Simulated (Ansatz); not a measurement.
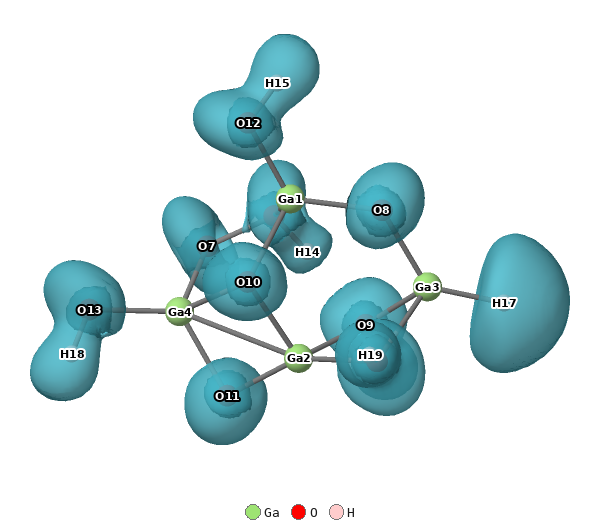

Ga₄H₆O₉. Isosurface of the ELF at 0.75 (cyan), seen at a tilt. Core shells and regions of very low density are left out.

Geometry: r2SCAN-D4/def2-SVP.

These are results of RKS PBE0-D4/def2-SVP (Ansatz), not measurements.

The calculation's input:

```
crystal:
  periodic: [false, false, false]
  atoms:
    - {symbol: Ga, position_ang: [-0.061260, 1.685623, 0.077951]}
    - {symbol: Ga, position_ang: [-0.420270, -1.318893, -0.716837]}
    - {symbol: Ga, position_ang: [-2.574464, -0.145059, 0.784472]}
    - {symbol: Ga, position_ang: [2.092406, -0.604499, -0.738895]}
    - {symbol: O, position_ang: [-2.264843, -1.073140, -1.012529]}
    - {symbol: O, position_ang: [1.023500, 0.675571, 1.521305]}
    - {symbol: O, position_ang: [2.267705, 0.090454, 1.022474]}
    - {symbol: O, position_ang: [-1.759798, 1.420914, 0.645754]}
    - {symbol: O, position_ang: [-0.985374, -1.257977, 1.182317]}
    - {symbol: O, position_ang: [0.393193, 0.336686, -1.108028]}
    - {symbol: O, position_ang: [1.105053, -2.206243, -0.873785]}
    - {symbol: O, position_ang: [0.623176, 3.299523, -0.187298]}
    - {symbol: O, position_ang: [3.602039, -0.387847, -1.652552]}
    - {symbol: H, position_ang: [0.477364, -0.103720, 1.775044]}
    - {symbol: H, position_ang: [0.217940, 3.969345, 0.378096]}
    - {symbol: H, position_ang: [-1.028675, -2.113558, 1.635804]}
    - {symbol: H, position_ang: [-3.912703, -0.567392, 1.407621]}
    - {symbol: H, position_ang: [3.719442, -1.084816, -2.311154]}
    - {symbol: H, position_ang: [-2.514422, -0.614963, -1.829791]}
basis:
  gaussian: {orbitals: def2-SVP, initial_orbitals: start.molden}
hamiltonian: {xc: pbe0, dispersion: d4}
scf: {omitted_lower_state_checks: [starts]}
output: {orbitals: {seedname: orbitals}}
```

Launched as:

```sh
ansatz run in.yaml --threads 4 --pin off --events-out ev --progress --plain --max-ram 6963MiB
```

Identify the bonds, lone pairs and shells in this picture.

The ELF exceeds this value in one region around a hydrogen nucleus, four regions wrapped around O (the valence shell of each) and five joined regions spread over several atoms (H, O), in which their bonds and any lone pairs are merged. Profiles from the grid: O–O (1.46 Å): the ELF peaks at about 0.80 between the atoms (a shared electron pair). Ga–O (1.77 Å): the ELF peaks at about 0.80 in the valence shell of O, 0.6 Å from its nucleus, and is about 0.25 at the midpoint.
